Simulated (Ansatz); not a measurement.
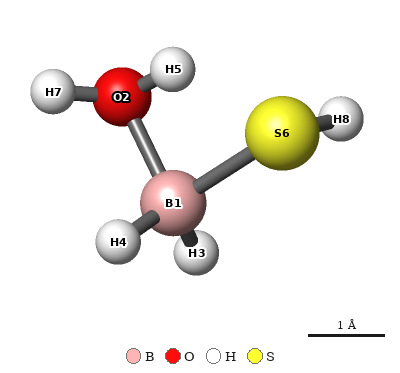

This is the input geometry for a relaxation of BH₅SO (started from a transition state, displaced along its imaginary mode). A ball-and-stick model, seen face on.

Level of theory: RKS PBE0-D4/def2-TZVP (Ansatz 0.2.0).

The input:
```yaml
crystal:
  periodic: [false, false, false]
  atoms:
    - {symbol: B, position_ang: [-0.558232, -0.282877, -0.310746]}
    - {symbol: O, position_ang: [0.772570, 0.596505, -0.642089]}
    - {symbol: H, position_ang: [-0.463733, -1.376430, -0.799653]}
    - {symbol: H, position_ang: [-1.529498, 0.374946, -0.604539]}
    - {symbol: H, position_ang: [0.803414, 0.677620, 0.275882]}
    - {symbol: S, position_ang: [-0.219094, -0.189105, 1.570609]}
    - {symbol: H, position_ang: [0.530525, 1.401610, -1.143866]}
    - {symbol: H, position_ang: [0.664047, -1.202369, 1.654403]}
basis:
  gaussian: {orbitals: def2-TZVP}
hamiltonian: {xc: pbe0, dispersion: d4}
relax: {f_tol: 0.005, max_steps: 200}
```

Command:
```bash
ansatz run in.yaml --threads 2 --pin off --events-out ev --progress --plain --max-ram 4352MiB
```

Where does the relaxation end?

Over 8 accepted moves (10 points after the start) the energy falls by 0.519 eV. The largest force component goes from 5.7 to 0.0026 eV/Å. The line search rejected the trial steps at points 4, 6 of the run. The atom that moves furthest after the best rigid fit is H5 (0.45 Å). By element the largest moves are H 0.45 Å, S 0.20 Å, O 0.11 Å, B 0.10 Å. Some distances before and after: H5–S6 1.864 → 2.481 Å, B1–O2 1.629 → 1.716 Å, O2–H5 0.922 → 0.973 Å, B1–S6 1.914 → 1.869 Å. Bond angles that change, for instance: B1–O2–H5 82.7° → 100.7°, O2–B1–S6 91.6° → 103.0°, H5–O2–H7 116.5° → 107.8°. The run took 17 s on 2 threads of Intel Xeon 6975P-C, on a shared host.

History of the run:

```tsv
step	E − E(0), eV	largest force component, eV/Å	note
0	0.0000	5.6900	
1	-0.3834	0.7940	
2	-0.4339	0.8359	
3	-0.4928	0.9652	
4	-0.4638	0.9325	rejected
5	-0.5166	0.1011	
6	-0.5101	0.1785	rejected
7	-0.5190	0.0632	
8	-0.5192	0.0361	
9	-0.5192	0.0066	
10	-0.5192	0.0026
```

Final geometry:

```xyz
8

B    -0.5573   -0.3120   -0.2137
O     0.7659    0.6439   -0.7427
H    -0.3871   -1.3525   -0.7761
H    -1.5076    0.3519   -0.5330
H     1.1114    0.9626    0.1092
S    -0.3499   -0.3270    1.6437
H     0.4416    1.4082   -1.2343
H     0.4830   -1.3751    1.7469
```

After the run, drawn alike:

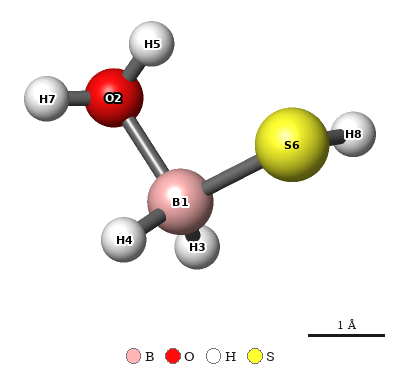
